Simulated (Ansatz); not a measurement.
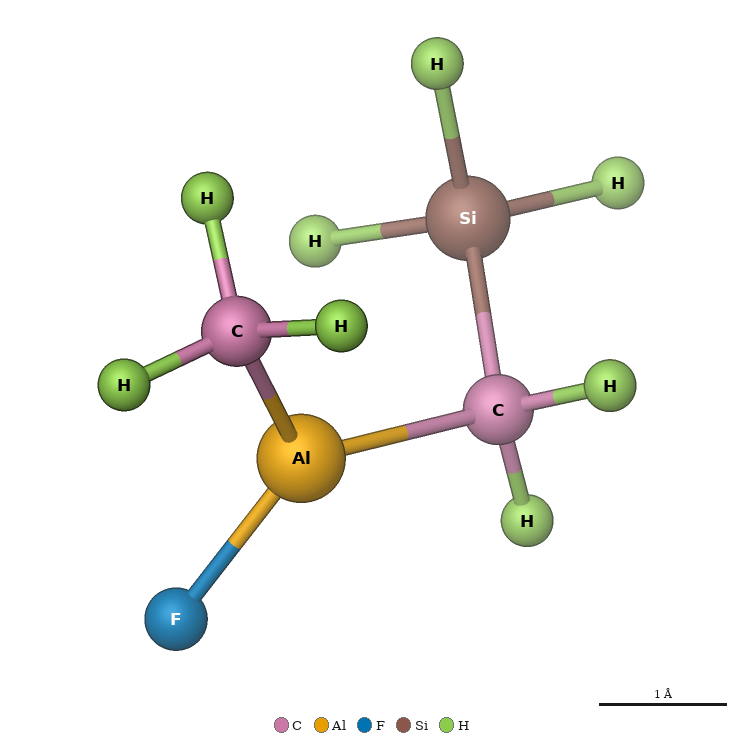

Depth is shown by fading: the farther an atom, the more it takes the colour of the background. The geometry was computed by an optimisation with PBE-D4/def2-SVP. No frequency run is at hand to confirm it as a minimum. Masses are those of the most abundant isotopes; constants are for the rigid equilibrium geometry.

Q: What kind of rotor is it, and what are its rotational constants in MHz?

A: An asymmetric top (C1): A = 4293, B = 1527, C = 1268 MHz. Ray's parameter κ is −0.83, nearer the prolate limit.
